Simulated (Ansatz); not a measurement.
Sb (A7 type, space group R-3m)

```cif
data_Sb6
_chemical_formula_sum 'Sb6'
_space_group_name_H-M_alt 'R-3m :H'
_space_group_IT_number 166
_space_group_name_Hall '-R 3 2"'
_cell_length_a 4.32859
_cell_length_b 4.32859
_cell_length_c 11.34963
_cell_angle_alpha 90.000
_cell_angle_beta 90.000
_cell_angle_gamma 120.000
loop_
_atom_site_label
_atom_site_type_symbol
_atom_site_symmetry_multiplicity
_atom_site_Wyckoff_symbol
_atom_site_fract_x
_atom_site_fract_y
_atom_site_fract_z
_atom_site_occupancy
Sb1 Sb 6 c 0.00000 0.00000 0.23322 1
```
(The calculation used a cell of 2 atoms; values per cell refer to that cell.)

E(V) scan at fixed shape, V₀ the volume above. The atoms relax within the cell's symmetry.

These are r2SCAN+rVV10 (plane waves to 500 eV, PAW, scalar-relativistic; Ansatz, an electronic-structure program) values and carry that method's errors. k mesh 13×13×13 (Γ-centred), Fermi-Dirac smearing 0.05 eV. E stands for the smeared free energy. With the shape held, the modulus is that of even scaling; a crystal free to change shape is softer. Sb was relaxed with its symmetry unable to fall. Spin-orbit coupling is left out, though Sb is heavy. The PAW data are Ansatz's earlier set. The zero of ΔE is the relaxed starting cell.

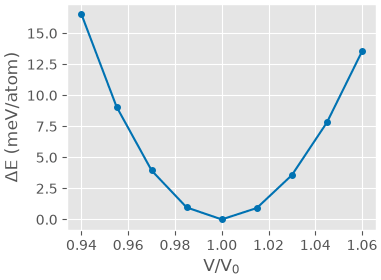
Figure. ΔE (meV/atom) against V/V₀; markers are the computed points, lines only join them.

### Question
What is ΔE at V/V₀ = 1.060?

### Answer
About 14 meV/atom.

### Question
What bulk modulus at fixed cell shape B₀ follows from a third-order Birch-Murnaghan fit?

### Answer
About 43 GPa.

### Question
What is ΔE at V/V₀ = 0.940?

### Answer
About 17 meV/atom.

(A scan under strain: stresses follow from slopes of the energy per volume, elastic moduli from its curvatures.)
